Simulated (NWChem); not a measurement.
# CH4In (SMILES [CH3][InH]): UCC2/SBKJC-VDZ (core potential)

What is the vertical ionisation energy of CH4In at UCC2/SBKJC-VDZ (core potential)? 

The results are computed with NWChem 7.3.0.

## Step 1: The system as given

The species is CH4In (6 atoms), meant as a doublet with charge 0. SMILES: `[CH3][InH]`. Geometry: relaxed at PBE0-D4/def2-TZVP.

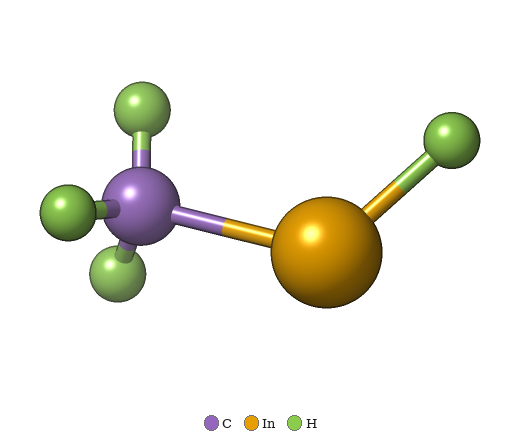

The structure, seen from a chosen angle (carbon purple, indium amber, hydrogen green).

## Step 2: A single-point energy at UCC2/SBKJC-VDZ (core potential)

Contents of ch4in.nw:

```
start ch4in
memory stack 880 mb heap 220 mb global 1100 mb
geometry noautosym nocenter noautoz
  C    -0.193800   -0.431900   -0.581700
  In    1.078700    0.643900    0.838400
  H    -1.243800   -0.290500   -0.319800
  H     0.052000   -1.494800   -0.558700
  H    -0.011800   -0.057300   -1.590300
  H     0.361000    1.566900    2.166000
end
basis spherical bse
  * library SBKJC-VDZ
end
ecp bse
  C library SBKJC-VDZ
  In library SBKJC-VDZ
end
scf
  doublet
  uhf
  maxiter 60
end
tce
  scf
  cc2
  maxiter 100
end
task tce energy
```

Run with:

```console
$ nwchem ch4in.nw > ch4in.out
```

The program printed:

```text
[...]
  functions       =    47
[...]
  wavefunction    = UHF
[...]
         Total SCF energy =   -195.990894487166
      One electron energy =   -436.769918053798
      Two electron energy =    194.357886138334
 Nuclear repulsion energy =     46.421137428298
                       Sz =      0.5000
                 Sz(Sz+1) =      0.7500
                      S^2 =      0.7570
[...]
         Wavefunction type : Unrestricted Hartree-Fock
          No. of electrons :    29
[...]
         Spin multiplicity : doublet
[...]
```

Run time: 9.3 s. Hardware: 1 thread of Intel Xeon at 2.80GHz (Skylake/Cascade Lake), shared host; peak memory 0.27 GiB.

## Step 3: The singlet cation at the same level

Contents of job.nw:

```
start job
title "CH4In energy"
memory total 2200 mb
charge 1

geometry units angstroms noautosym nocenter noautoz
   C       -0.193800      -0.431900      -0.581700
   In       1.078700       0.643900       0.838400
   H       -1.243800      -0.290500      -0.319800
   H        0.052000      -1.494800      -0.558700
   H       -0.011800      -0.057300      -1.590300
   H        0.361000       1.566900       2.166000
end

basis "ao basis" spherical bse
   * library SBKJC-VDZ
end

ecp bse
   C library SBKJC-VDZ
   In library SBKJC-VDZ
end

scf
   maxiter 80
end

tce
   scf
   cc2
   maxiter 100
end

task tce energy
```

Run with:

```console
$ nwchem job.nw > job.out
```

The program printed:

```text
[...]
  functions       =    47
[...]
  wavefunction    = RHF
[...]
         Total SCF energy =   -195.743943549803
      One-electron energy =   -429.434058005310
      Two-electron energy =    187.268977027209
 Nuclear repulsion energy =     46.421137428298
        Time for solution =      2.5s
[...]
         Wavefunction type : Restricted Hartree-Fock
          No. of electrons :    28
[...]
         Spin multiplicity : singlet
[...]
```

It took 7.8 s on 1 thread of Intel Xeon at 2.80GHz (Skylake/Cascade Lake), shared host; peak memory 0.24 GiB.

## Step 4: Outcome

Level: UCC2/SBKJC-VDZ (core potential).

| quantity | value |
| --- | --- |
| doublet CH4In: ground-state or mean-field energy | -196.28105 Eh |
| doublet CH4In: HOMO energy (Hartree–Fock orbitals) (highest over α and β) | -7.24 eV |
| doublet CH4In: LUMO energy (Hartree–Fock orbitals) (lowest over α and β) | 1.26 eV |
| doublet CH4In: correlation energy | -290.2 mEh |
| doublet CH4In: ⟨S²⟩ of the reference determinant | 0.757 |
| singlet cation: ground-state or mean-field energy | -196.03424 Eh |
| singlet cation: HOMO energy (Hartree–Fock orbitals) | -15.86 eV |
| singlet cation: LUMO energy (Hartree–Fock orbitals) | -6.18 eV |
| singlet cation: HOMO–LUMO gap (Hartree–Fock orbitals) | 9.68 eV |
| singlet cation: correlation energy | -290.3 mEh |
| vertical ionisation energy (to the singlet cation) | 6.716 eV |

**Reading.** The vertical ionisation energy comes to 6.72 eV (155 kcal/mol). Only the singlet of the ionised species was computed; a triplet could lie lower. Mulliken charges (doublet CH4In) run from -0.66 on C1 to +0.44 on In2; they depend strongly on the basis.
